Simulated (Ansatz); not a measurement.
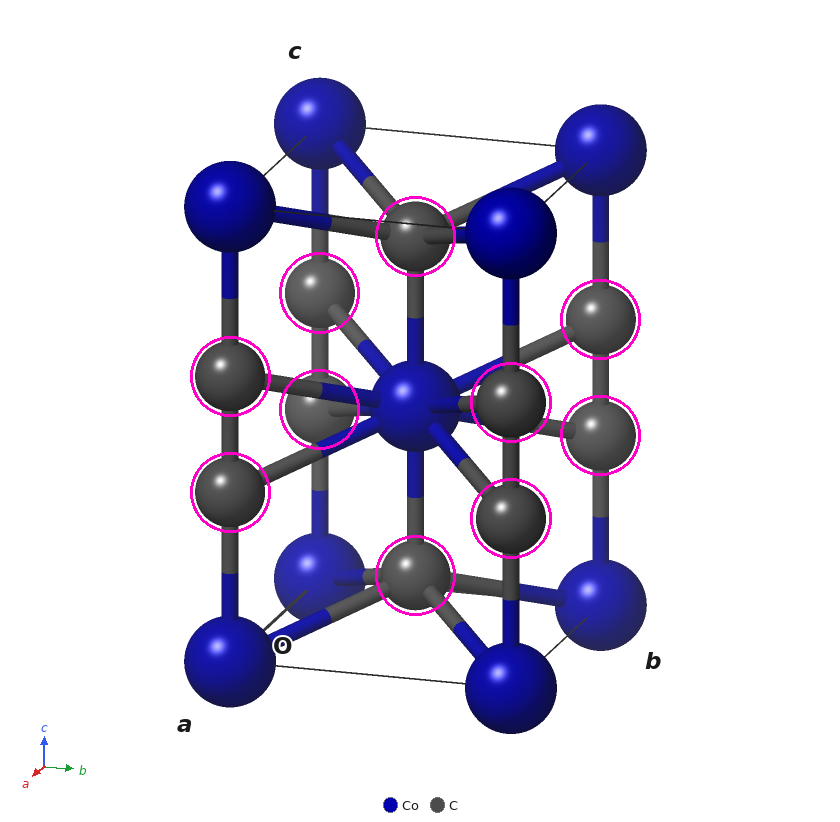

Crystal: CoC2, coordinates from a relaxation with DFT PBE, scalar-relativistic, plane waves, PAW (Ansatz); the starting structure was generated, so it need not be a known form of this composition. One unit cell; the ringed atoms, with their copies on corners, edges and faces, form one crystallographic orbit. Symmetry computed with spglib at a tolerance of 0.002 Å; standard conventional cell.

a = 3.163 Å, b = 3.163 Å, c = 5.106 Å, α = 90.00°, β = 90.00°, γ = 90.00°; space group I4/mmm (No. 139).

> Which Wyckoff position do the ringed atoms fill?

C on 4e, site symmetry 4mm: 32 operations a cell over 8 that keep the site give 4 atoms, with 1 free parameter.

> One of them lies at (1/2, 1/2, 0.128). List the coordinates of all.

(1/2, 1/2, 0.128); (0, 0, 0.372); (0, 0, 0.628); (1/2, 1/2, 0.872).
